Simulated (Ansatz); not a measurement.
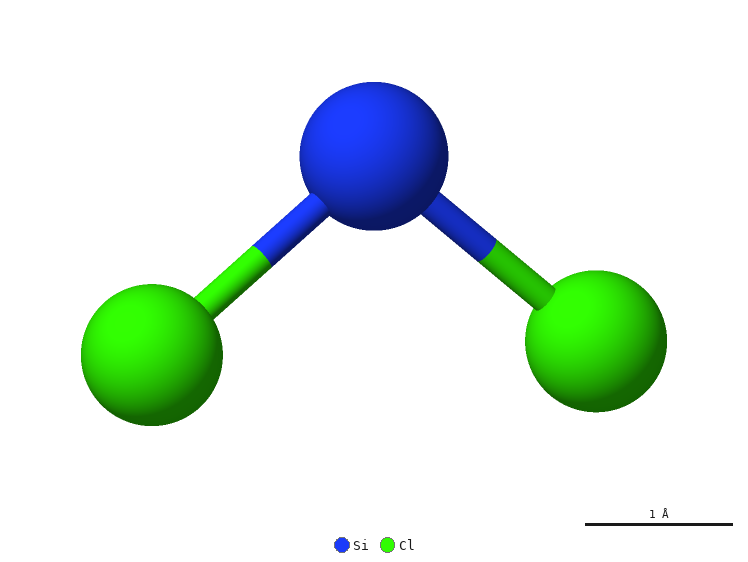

Rendered structure (ball-and-stick style). Every bond is drawn as one stick, whatever its order.

Identify the structure.

The molecule is SiCl₂. This geometry has C2v symmetry. Coordination: 1 Si bent.

The parts below concern this one geometry. Atoms keep their numbers from picture to picture. The geometry was computed by an optimisation with PBE0-D4/def2-TZVP.

Shape

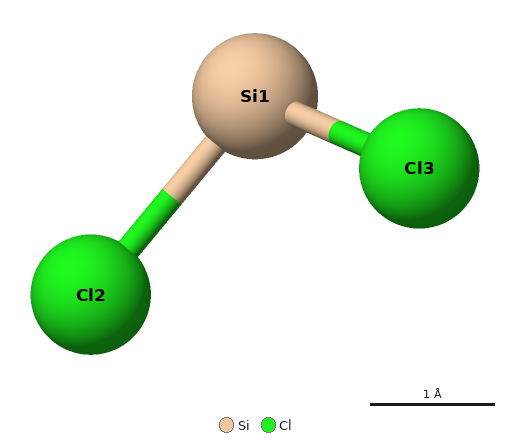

Atoms carry their numbers in the input.

Estimate the angles Cl2–Si1–Cl3.

```tsv
angle	degrees
Cl2–Si1–Cl3	101.3
```

Vibrations

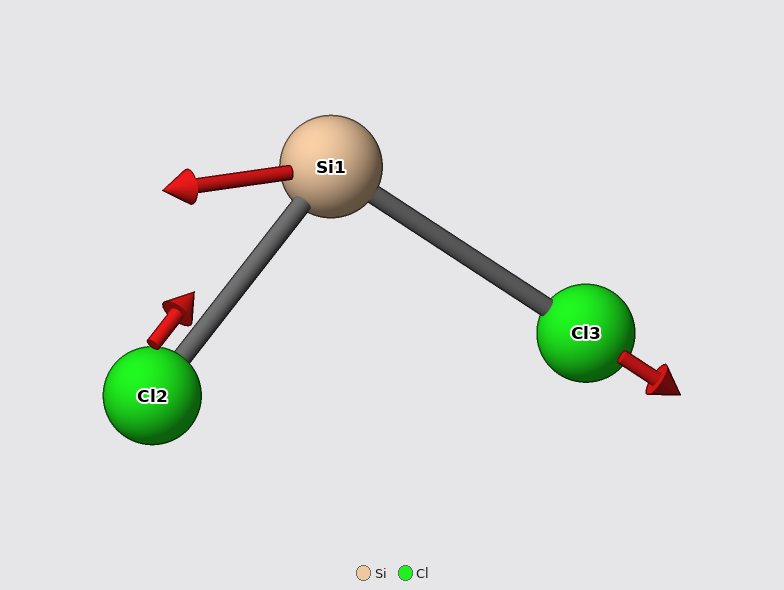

The arrows show one normal mode. Harmonic vibrations computed with RKS PBE0-D4/def2-TZVP (Ansatz 0.2.0) at a stationary point of the same level.

> What kind of motion is it?

Mostly out-of-phase stretching of 2 Cl–Si bonds.

> Estimate its harmonic wavenumber.

515 cm⁻¹; it is mode 2 of 3 counted from the lowest.

Electronic properties

Properties computed with RKS PBE0-D4/def2-TZVPP (Ansatz 0.2.0).

> What is the HOMO–LUMO gap?

4.88 eV.

> Give the HOMO energy (Kohn–Sham orbital) at this level.

−7.74 eV.

Dipole moment

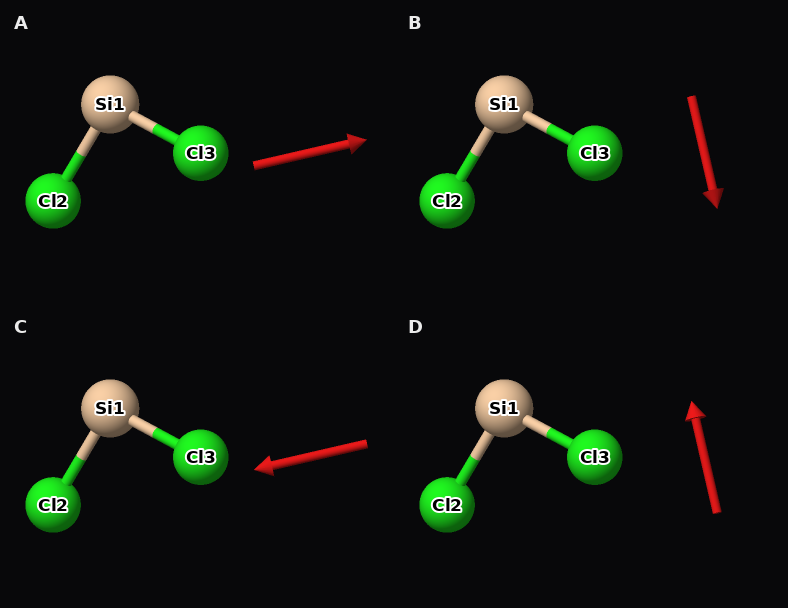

The same molecule four times, each with an arrow. Properties computed with RKS PBE0-D4/def2-TZVP (Ansatz 0.2.0).

> Which arrow points along the dipole moment, from the negative to the positive end?

D. The dipole moment is 0.87 D; it points from the side of Cl2, Cl3 to the side of Si1 (the outermost atoms at the two ends).
